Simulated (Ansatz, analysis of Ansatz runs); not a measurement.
## A hop of Zn in B (R-3m), charge 0

Aim: the barrier of one jump in B (R-3m) at charge 0: Zn_i hop between voids (1.4 Å). The model is a cell of 96 host atoms with 1 Zn put in; Zn is the atom that moves.

Method: plane-wave PAW DFT, PBEsol; relaxation of all atoms of a defect supercell, in Ansatz 0.2.0.

## (1) Starting point

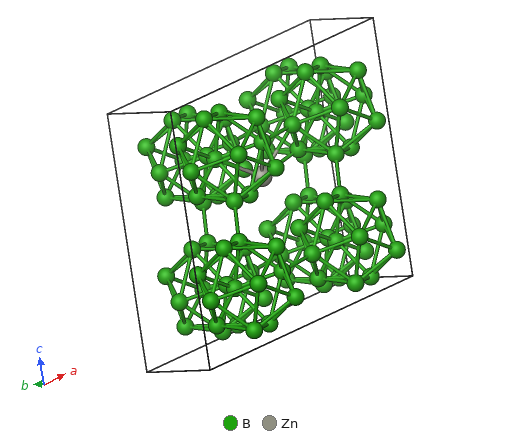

The cell as given, slightly off an axis (boron green, zinc grey).

The cell holds 97 atoms: 96 B and 1 Zn. Cell: a = 10.057 Å, b = 10.057 Å, c = 10.057 Å, α = 58.0°, β = 58.0°, γ = 58.0°. It derives from B (space group R-3m). Nearest the centre at fractional (0.208, 0.279, 0.279): Zn97 at 0.70 Å, B10 at 1.81 Å, B12 at 2.16 Å, B11 at 2.16 Å, B7 at 2.16 Å, B8 at 2.16 Å, B26 at 2.18 Å, B13 at 2.18 Å.

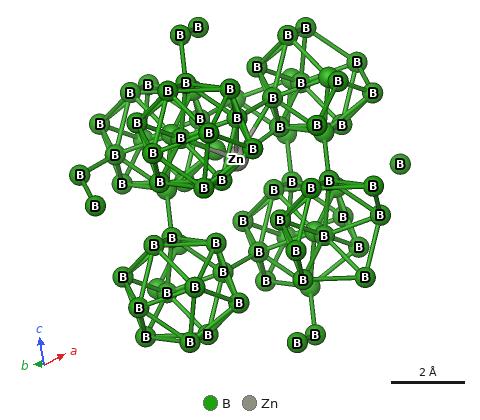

The atoms within 5 Å of the centre. Bonds to atoms that aren't drawn are left out.

The cell's shortest repeat is 9.8 Å.

## (2) Relaxation of the start point, charge 0

The ends come first: from an unrelaxed start the top is counted from too high an energy, and the barrier comes out too low. Small random displacements break the symmetry of the ideal sites, so that the defect can distort if it gains by it.

Contents of q0.start/input.yaml:

```yaml
crystal:
  lattice:
    - [4.87650165, 2.81544954, 8.33311667]
    - [-4.87650165, 2.81544954, 8.33311667]
    - [0.0, -5.63089908, 8.33311667]
  atoms:
    - { symbol: B, position: [0.00530722, 0.32691439, 0.00530722] }
    - { symbol: B, position: [0.00530722, 0.00530722, 0.32691439] }
[... 1 atom line left out ...]
    - { symbol: B, position: [0.17308561, 0.49469278, 0.49469278] }
    - { symbol: B, position: [0.49469278, 0.17308561, 0.49469278] }
    - { symbol: B, position: [0.49469278, 0.49469278, 0.17308561] }
    - { symbol: B, position: [0.11079332, 0.31490477, 0.11079332] }
    - { symbol: B, position: [0.11079332, 0.11079332, 0.31490477] }
    - { symbol: B, position: [0.31490477, 0.11079332, 0.11079332] }
    - { symbol: B, position: [0.18509523, 0.38920668, 0.38920668] }
    - { symbol: B, position: [0.38920668, 0.18509523, 0.38920668] }
    - { symbol: B, position: [0.38920668, 0.38920668, 0.18509523] }
    - { symbol: B, position: [0.00530722, 0.32691439, 0.50530722] }
[... 1 atom line left out ...]
    - { symbol: B, position: [0.32691439, 0.00530722, 0.50530722] }
    - { symbol: B, position: [0.17308561, 0.49469278, 0.99469278] }
    - { symbol: B, position: [0.49469278, 0.17308561, 0.99469278] }
[... 1 atom line left out ...]
    - { symbol: B, position: [0.11079332, 0.31490477, 0.61079332] }
[... 1 atom line left out ...]
    - { symbol: B, position: [0.31490477, 0.11079332, 0.61079332] }
    - { symbol: B, position: [0.18509523, 0.38920668, 0.88920668] }
    - { symbol: B, position: [0.38920668, 0.18509523, 0.88920668] }
[... 2 atom lines left out ...]
    - { symbol: B, position: [0.00530722, 0.50530722, 0.32691439] }
    - { symbol: B, position: [0.32691439, 0.50530722, 0.00530722] }
    - { symbol: B, position: [0.17308561, 0.99469278, 0.49469278] }
[... 1 atom line left out ...]
    - { symbol: B, position: [0.49469278, 0.99469278, 0.17308561] }
[... 1 atom line left out ...]
    - { symbol: B, position: [0.11079332, 0.61079332, 0.31490477] }
    - { symbol: B, position: [0.31490477, 0.61079332, 0.11079332] }
    - { symbol: B, position: [0.18509523, 0.88920668, 0.38920668] }
[... 1 atom line left out ...]
    - { symbol: B, position: [0.38920668, 0.88920668, 0.18509523] }
[... 12 atom lines left out ...]
    - { symbol: B, position: [0.50530722, 0.32691439, 0.00530722] }
    - { symbol: B, position: [0.50530722, 0.00530722, 0.32691439] }
[... 2 atom lines left out ...]
    - { symbol: B, position: [0.99469278, 0.17308561, 0.49469278] }
    - { symbol: B, position: [0.99469278, 0.49469278, 0.17308561] }
    - { symbol: B, position: [0.61079332, 0.31490477, 0.11079332] }
    - { symbol: B, position: [0.61079332, 0.11079332, 0.31490477] }
[... 2 atom lines left out ...]
    - { symbol: B, position: [0.88920668, 0.18509523, 0.38920668] }
    - { symbol: B, position: [0.88920668, 0.38920668, 0.18509523] }
[... 8 atom lines left out ...]
    - { symbol: B, position: [0.81490477, 0.11079332, 0.61079332] }
[... 2 atom lines left out ...]
    - { symbol: B, position: [0.88920668, 0.38920668, 0.68509523] }
[... 8 atom lines left out ...]
    - { symbol: B, position: [0.81490477, 0.61079332, 0.11079332] }
[... 1 atom line left out ...]
    - { symbol: B, position: [0.88920668, 0.68509523, 0.38920668] }
[... 1 atom line left out ...]
    - { symbol: B, position: [0.50530722, 0.82691439, 0.50530722] }
    - { symbol: B, position: [0.50530722, 0.50530722, 0.82691439] }
    - { symbol: B, position: [0.82691439, 0.50530722, 0.50530722] }
[... 1 atom line left out ...]
    - { symbol: B, position: [0.99469278, 0.67308561, 0.99469278] }
    - { symbol: B, position: [0.99469278, 0.99469278, 0.67308561] }
[... 6 atom lines left out ...]
    - { symbol: Zn, position: [0.207548, 0.207548, 0.350706] }
basis:
  ecutwfc: 420
  xc_grid: 2
hamiltonian:
  xc: pbesol
kpoints:
  mp_grid: { grid: [1, 1, 1], shift: [0.25, 0.25, 0.25] }
scf:
  occupations: { method: fixed }
  max_iter: 100
output:
  forces: true
relax:
  f_tol: 0.02
  max_steps: 70
  random_displacement: { amplitude: 0.03, seed: 9972 }
```

Run with:

```console
> ansatz run input.yaml --threads 4 --pin off --max-ram 14131MiB --backend cpu --events-out ev --progress --plain --runs-dir out
```

Numbers of over 12 decimals in the logs are rounded to 6 here.

What it wrote:

```text
[... repeated set-up lines and file paths are left out, and long positions are rounded to six places ...]
The last accepted step is kept in <dir> (removed where the run ends without a failure and the disk answers)
Engine: ansatz 0.2.0, aarch64-unknown-linux-gnu
Pseudopotentials: kind: paw
Pseudopotential: B, paw, valence charge 3, recommended cutoff 420 eV (normal), B.paw.azcp
Pseudopotential: Zn, paw, valence charge 12, recommended cutoff 420 eV (normal), Zn.paw.azcp
Functional definition: PBEsol
  exchange = pbesol_x
  correlation = pbesol_c
Crystal: 97 atoms, lattice volume = 686.459 Å³
Basis set: ecut = 420 eV, 13449 PW (Γ), exchange–correlation on 144×144×144 points (8 copies of the dense FFT grid, shifted against one another)
Bands: 247, of which v1, the nominal top of the filled ones, is band 150 counted from 1 (149 counted from 0)
Symmetry: 1 space group operations
k-points: 1
Non-local potential: B, projectors of the file, l = 0: 2, l = 1: 2, l = 2: 1
Non-local potential: Zn, projectors of the file, l = 0: 2, l = 1: 2, l = 2: 3, l = 3: 1
PAW form: soft (Blöchl's): semilocal exchange-correlation on the pseudo side does not see the compensation charge
PAW frozen core: B, regenerated for the run's functional, and the local potential with it (the file was generated under x = pbe(κ = 0.804, μ = 0.219515), c = pbe(β = 0.066725))
PAW frozen core: Zn, regenerated for the run's functional, and the local potential with it (the file was generated under x = pbe(κ = 0.804, μ = 0.219515), c = pbe(β = 0.066725))
PAW one-centre angular grid: B, 110 points (default); XC on 64 Gauss nodes
PAW one-centre angular grid: Zn, 590 points (default); XC on 64 Gauss nodes
Initial density: superposition of atomic densities (neutral atoms: chi_scale 0, normalization atom), corrected by the library's trained network
Initial wavefunctions: pseudopotential atomic-orbital guess
Functional: x = pbesol(κ = 0.804, μ = 0.123457), c = pbesol(β = 0.046)
SCF iter   1: F=—  HF=-17929.707866 eV  |F-HF|=—  |Δ(HF+E_count)|=         —  Δρ=7.92e-3  dr2=5.60e-1  ethr=1.77e-3  ⟨swp⟩=5.0  Hψ=1032  notcnv=0  defer=93
preconditioner: auto → Resta (q_TF=auto, 2.377 Å⁻¹)  ε∞=4.8  [insulator: Δε(μ)=0.385 eV  Ē_g=12.602 eV  n_scr=168 (ndim 8)  ℏωp=24.5 eV  f_vac=0.000  ε∞_Penn≈4.8]
SCF iter   2: F=—  HF=-17929.582098 eV  |F-HF|=—  |Δ(HF+E_count)|=   1.26e-1  Δρ=4.16e-3  dr2=1.08e-1  ethr=1.87e-4  ⟨swp⟩=2.0  Hψ=257  notcnv=0  defer=95
SCF iter   3: F=—  HF=-17929.557333 eV  |F-HF|=—  |Δ(HF+E_count)|=   2.48e-2  Δρ=1.40e-3  dr2=1.36e-2  ethr=3.61e-5  ⟨swp⟩=2.0  Hψ=301  notcnv=0  defer=40
automatic band count: iteration 3 solves 192 bands in place of 247: the levels show a gap, and the empty bands left out lie too high to hold charge; the band table lists the bands solved (type scf.n_extra_bands for more)
SCF iter   4: F=—  HF=-17929.555943 eV  |F-HF|=—  |Δ(HF+E_count)|=   1.39e-3  Δρ=8.47e-4  dr2=3.65e-3  ethr=4.55e-6  ⟨swp⟩=2.0  Hψ=301  notcnv=0  defer=40
SCF iter   5: F=—  HF=-17929.554507 eV  |F-HF|=—  |Δ(HF+E_count)|=   1.44e-3  Δρ=1.73e-4  dr2=2.76e-4  ethr=1.22e-6  ⟨swp⟩=2.0  Hψ=336  notcnv=0  defer=40
SCF iter   6: F=—  HF=-17929.554538 eV  |F-HF|=—  |Δ(HF+E_count)|=   3.06e-5  Δρ=6.65e-5  dr2=4.79e-5  ethr=9.21e-8  ⟨swp⟩=2.0  Hψ=271  notcnv=0  defer=40
SCF iter   7: F=-17929.554556 eV  HF=-17929.554556 eV  |F-HF|=3.17e-7  |Δ(HF+E_count)|=   1.82e-5  Δρ=2.24e-5  dr2=5.98e-6  ethr=3.33e-9  ⟨swp⟩=4.0  Hψ=638  notcnv=0
SCF 1 converged in 7 iterations: F = -17929.554556 eV  dr2 = 5.98e-6
  greatest PAW one-centre occupation: 0.985 electrons in one spin orbital (limit 2), on the Zn atom at site 96 (counted from 0), in its partial waves of l = 2
relax step   1: F+E_penalty+E_count = -17929.55455647 eV  Δ(F+E_penalty+E_count) = +0.000e0 eV  max|allowed force component| = 4.712e0 eV/Å  Δτ_max = 0.0000 Å  (7 SCF iters, dr2 threshold 1.00e-5 eV, accepted)
[... the SCF cycles and remarks between the steps are left out from here to the last step ...]
relax step   2: F+E_penalty+E_count = -17931.10954711 eV  Δ(F+E_penalty+E_count) = -1.555e0 eV  max|allowed force component| = 3.475e0 eV/Å  Δτ_max = 0.0630 Å  (6 SCF iters, dr2 threshold 1.00e-4 eV, accepted)
relax step   3: F+E_penalty+E_count = -17932.14650036 eV  Δ(F+E_penalty+E_count) = -1.037e0 eV  max|allowed force component| = 1.708e0 eV/Å  Δτ_max = 0.1868 Å  (6 SCF iters, dr2 threshold 1.00e-4 eV, accepted)
relax step   4: F+E_penalty+E_count = -17932.43236372 eV  Δ(F+E_penalty+E_count) = -2.859e-1 eV  max|allowed force component| = 9.007e-1 eV/Å  Δτ_max = 0.2000 Å  (5 SCF iters, dr2 threshold 1.00e-4 eV, accepted)
relax step   5: F+E_penalty+E_count = -17932.57401569 eV  Δ(F+E_penalty+E_count) = -1.417e-1 eV  max|allowed force component| = 3.196e-1 eV/Å  Δτ_max = 0.2000 Å  (5 SCF iters, dr2 threshold 1.00e-4 eV, accepted)
relax step   6: F+E_penalty+E_count = -17932.60216204 eV  Δ(F+E_penalty+E_count) = -2.815e-2 eV  max|allowed force component| = 1.924e-2 eV/Å  Δτ_max = 0.1425 Å  (5 SCF iters, dr2 threshold 1.29e-5 eV, accepted)
iter 1 solved again at ethr=1.38e-9 eV; its pass at ethr=3.10e-3 eV (dr2=4.15e-6 eV) is discarded
SCF iter   1: F=—  HF=-17932.602176 eV  |F-HF|=—  |Δ(HF+E_count)|=         —  Δρ=2.85e-5  dr2=4.15e-6  ethr=1.38e-9  ⟨swp⟩=1.0  Hψ=408  notcnv=0  defer=35
automatic band count: iteration 1 solves 192 bands in place of 247: the levels show a gap, and the empty bands left out lie too high to hold charge; the band table lists the bands solved (type scf.n_extra_bands for more)
SCF iter   2: F=—  HF=-17932.602164 eV  |F-HF|=—  |Δ(HF+E_count)|=   1.27e-5  Δρ=1.41e-5  dr2=1.09e-6  ethr=1.38e-9  ⟨swp⟩=2.0  Hψ=279  notcnv=0  defer=35
SCF iter   3: F=—  HF=-17932.602164 eV  |F-HF|=—  |Δ(HF+E_count)|=   9.05e-8  Δρ=9.12e-6  dr2=4.30e-7  ethr=3.63e-10  ⟨swp⟩=2.0  Hψ=279  notcnv=0  defer=35
SCF iter   4: F=-17932.602163 eV  HF=-17932.602163 eV  |F-HF|=4.91e-10  |Δ(HF+E_count)|=   3.45e-8  Δρ=1.54e-6  dr2=1.52e-8  ethr=3.33e-11  ⟨swp⟩=3.0  Hψ=767  notcnv=0
SCF 7 converged in 4 iterations: F = -17932.602163 eV  dr2 = 1.52e-8
relax step   7: F+E_penalty+E_count = -17932.60216349 eV  Δ(F+E_penalty+E_count) = -1.453e-6 eV  max|allowed force component| = 1.926e-2 eV/Å  Δτ_max = 0.0000 Å  (4 SCF iters, accepted)
SCF converged after 4 iterations
Free energy (F): -17932.602163 eV
Harris-Foulkes:  -17932.602163 eV  (|F-HF|=4.91e-10)
Internal energy: -17932.602163 eV  (E = F + TS)
E sigma→0 (E₀):  -17932.602163 eV
Fermi energy:    10.476849 eV
--- Per-component energies (eV) ---
  E_band       = 876.121205
  E_kinetic    = 4955.608698
  E_local      = -4982.116735  (includes V_loc(G=0)·N_el)
  E_nonlocal   = 1701.283885
  E_hartree    = 1809.147767
  E_xc         = -3248.698049
  E_vxc        = -3764.634671  (∫ρ·V_xc dr)
  E_paw        = -9035.575597  (= ΣΔE_a)
  E_vpaw       = -652.311099  (= ΣTr[D̂ρ^β])
  E_aug_tail   = -0.000607  (compensation charges beyond the density's cutoff)
  E_ewald      = -9134.461130
  E_core_change = 2.209605  (= ΣΔE_core)
  E_smearing   = -0.000000  (= −TS)
  E_closure    = 0.000000  (closes the sum)
  Σ components = -17932.602163   (vs F -17932.602163, Δ=0.00e0)
--- Forces (eV/Å), atoms counted from 1 ---
  atom   1  B      0.00221151     0.00784653     0.00816956
  atom   2  B      0.00067757     0.01192748     0.00402271
  [... 4 atoms left out ...]
  atom   7  B     -0.00260230    -0.00084818    -0.01692395
  atom   8  B      0.00172485    -0.00551885    -0.01717911
  [... 1 atom left out ...]
  atom  10  B      0.00820786    -0.00048586     0.00897806
  atom  11  B     -0.00436085    -0.00015017     0.00883545
  atom  12  B      0.00284965     0.00687940     0.01926260
  atom  13  B      0.00087403     0.00723480     0.00216892
  [... 12 atoms left out ...]
  atom  26  B      0.00628526    -0.00330298    -0.00232881
  [... 26 atoms left out ...]
  atom  53  B     -0.00139889     0.00320675     0.00338184
  atom  54  B      0.00684088     0.00527517    -0.00169685
  [... 42 atoms left out ...]
  atom  97  Zn     0.00046205     0.01719167    -0.00138222
  max |Σ_I F_I| component: 6.46e-5 eV/Å
--- Relaxed structure (7 steps of the walk, 7 accepted, 0 SCFs on fresh bases) ---
  F+E_penalty+E_count = -17932.60216349 eV   max|allowed force component| = 1.926e-2 eV/Å
  atoms:
    - { symbol: B, position: [0.002312, 0.328395, 0.003579] }
    - { symbol: B, position: [0.002234, 0.001640, 0.330321] }
    [... 4 atoms left out ...]
    - { symbol: B, position: [0.105730, 0.316593, 0.106662] }
    - { symbol: B, position: [0.105435, 0.104880, 0.318450] }
    [... 1 atom left out ...]
    - { symbol: B, position: [0.182494, 0.393636, 0.395469] }
    - { symbol: B, position: [0.394227, 0.181835, 0.395539] }
    - { symbol: B, position: [0.394058, 0.393514, 0.183667] }
    - { symbol: B, position: [0.003240, 0.326698, 0.508895] }
    [... 12 atoms left out ...]
    - { symbol: B, position: [0.003369, 0.507036, 0.328492] }
    [... 26 atoms left out ...]
    - { symbol: B, position: [0.992034, 0.171736, 0.497712] }
    - { symbol: B, position: [0.992181, 0.495776, 0.173608] }
    [... 42 atoms left out ...]
    - { symbol: Zn, position: [0.249313, 0.248628, 0.252283] }
```

Wall time 41 s (4 threads of Arm Neoverse V1, shared host); peak memory 1.3 GiB; 2.6 min of CPU time.

(Part 1 of 2 ends here.)

[Logs are printed without paths, hosts, clocks, repeated set-up lines and the standing remarks that a program may print on its own settings, such as how far it seeks lower states.]

[Hosts, paths, dates, database ids (printed as entryN), source tags and the programs' standing remarks are cut or masked in the printed files.]
